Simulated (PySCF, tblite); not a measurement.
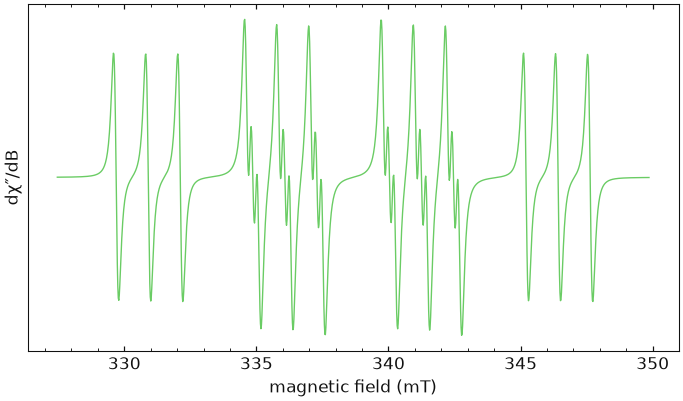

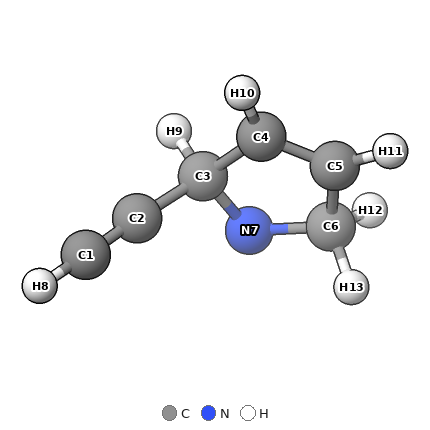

First-order isotropic EPR spectrum (fast tumbling, first derivative) of C₆H₆N, SMILES C#C[C@H]1C=CC[N]1, doublet at 9.50 GHz, Lorentzian lines of 0.27 mT full width at half height, from computed g and hyperfine couplings (B3LYP/pcH-1 in PySCF, at a GFN2-xTB geometry (a minimum by its frequencies), gas phase); values of one conformer, averaged over methyl-type rotors alone; no vibrational averaging; dilute isotopes left out. The SMILES is one Lewis form and needn't show where the spin sits.

Which couplings does the calculation give? The spectrum shows the sizes of those above the line width, not their signs.

Answer.
```
nuclei  isotope  a (mT)  a (MHz)
   H13       ¹H    5.40    151.4
   H12       ¹H    5.17    145.1
    H9       ¹H    4.93    138.2
    N7      ¹⁴N    1.22     34.3
   H11       ¹H   −0.04     −1.0
   H10       ¹H   −0.03     −1.0
    H8       ¹H    0.03      0.8
```

What is the g value, and how wide is the spectrum?

Answer. g_iso = 2.0042, which centres the spectrum at 338.7 mT; it spans 18.1 mT.

Caveats: the tight-binding geometry is rougher than a DFT one and adds to the error.
